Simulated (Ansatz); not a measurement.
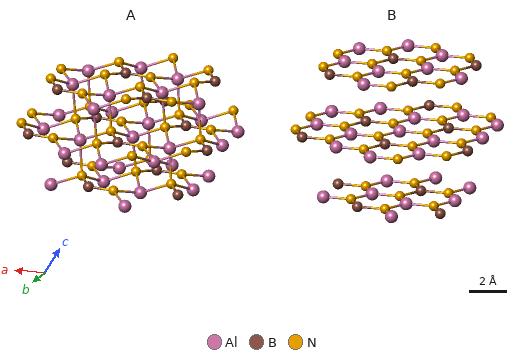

Two geometries of solid Al$_{2}$BN$_{3}$ (a generated structure, set up in Cm) (coarse preliminary run), drawn at one scale. One is the start of a relaxation, the other its converged end. Style: ball-and-stick. Shown: the atoms within 5.8 Å of the atom that moves most (axes of the conventional cell (2 times the calculation's cell)), from a free direction. Lengths and directions refer to the drawn axes.

All numbers below come from Ansatz 0.2.0, DFT PBE, scalar-relativistic, plane waves, PAW. Set-up: plane-wave cutoff 420 eV; k-point mesh 4 × 4 × 6; occupations gaussian; smearing width 0.1 eV; no spin polarisation; cell and atoms relaxed; force threshold 0.04 eV/Å; at most 70 steps.

Which one is relaxed?

Structure A is the relaxed one. The energy falls by 1206 meV per atom in 14 accepted moves (16 points after the start). Largest force component: 12 eV/Å at the start, 0.014 eV/Å at the end. Pressure: 60.26 GPa at the start and 0.06 GPa at the end. The SCF was repeated twice at an unchanged geometry on a basis and grid sized afresh for the cell, which shifted the energy by 3.6 meV per atom at most. The largest moves relative to the cell, 0.38 Å, are those of Al atoms. By element the largest moves are Al 0.38 Å, N 0.36 Å, B 0.12 Å. The volume changes by −16.6 %, with a 4.696 → 5.071 Å (+8.0 %), b 8.134 → 8.663 Å (+6.5 %), c 3.976 → 3.113 Å (−21.7 %), β 113.2° → 121.6°. Among the contacts that change: Al–N 3.652 → 1.967 Å, Al–N 1.565 → 1.914 Å, Al–N 1.565 → 1.845 Å, B–N 1.565 → 1.416 Å. New bonds form: Al–N (3.65 → 1.97 Å). Bond angles that change, for instance: Al–N–Al 120.0° → 100.5°, Al–N–Al 120.0° → 101.6°, N–Al–N 120.0° → 107.0°. The space group stays Cm (No. 8). The run took 40 s on 1 thread of Intel(R) Xeon(R) 6975P-C (Granite Rapids), with other jobs on the host, peak memory 0.4 GiB.
